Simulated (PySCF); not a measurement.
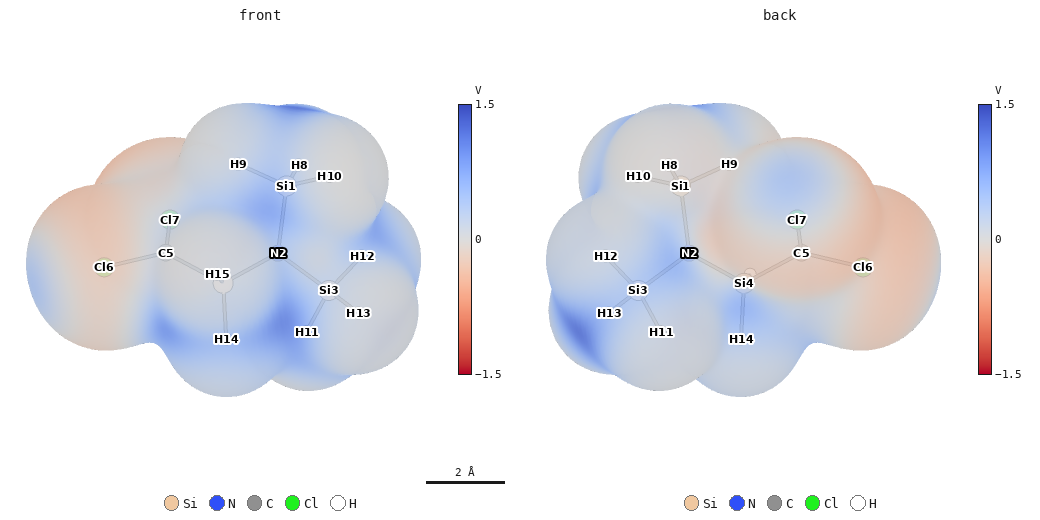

Figure 1: CH₈Cl₂NSi₃ (SMILES [SiH3]N([SiH3])[SiH2][C](Cl)Cl) (doublet). The molecular electrostatic potential painted on the density surface at 0.001 e/bohr³, seen from the front and from behind; the colour scale runs from red (negative) to blue (positive).

Geometry: GFN2-xTB.

The calculation used PySCF, UKS B3LYP, pcH-1 on C Cl H N Si, non-relativistic, mean-field spin-orbit, GIAO.

```yaml
atoms:
  - { symbol: Si, position_ang: [-0.6459, 1.3250, 1.0917] }
  - { symbol: N, position_ang: [-0.4735, -0.0606, 0.0338] }
  - { symbol: Si, position_ang: [-1.6311, -1.3648, 0.1546] }
  - { symbol: Si, position_ang: [0.6965, -0.0491, -1.2452] }
  - { symbol: C, position_ang: [2.3699, 0.1858, -0.4340] }
  - { symbol: Cl, position_ang: [3.7666, 0.4193, -1.3761] }
  - { symbol: Cl, position_ang: [2.6602, -0.1301, 1.2102] }
  - { symbol: H, position_ang: [-0.6010, 0.8418, 2.4714] }
  - { symbol: H, position_ang: [0.4544, 2.2440, 0.8147] }
  - { symbol: H, position_ang: [-1.9319, 1.9708, 0.8156] }
  - { symbol: H, position_ang: [-0.9228, -2.6260, -0.0581] }
  - { symbol: H, position_ang: [-2.2127, -1.3130, 1.4929] }
  - { symbol: H, position_ang: [-2.6654, -1.1810, -0.8685] }
  - { symbol: H, position_ang: [0.6235, -1.3269, -1.9556] }
  - { symbol: H, position_ang: [0.5088, 1.0730, -2.1693] }
```

Question: Which sites attract a positive test charge, and which a negative one?

Answer: A positive charge is drawn to the negative regions and a negative charge to the positive ones. The most negative region (about −0.4 V) lies over Cl6 and Cl7, the most positive (about +1.1 V) over Si1 and Si3. Cl6 shows a σ-hole: about +0.4 V at the tip opposite its bond, against about −0.2 V on its flanks. Cl7 shows a σ-hole: about +0.4 V at the tip opposite its bond, against about −0.2 V on its flanks.
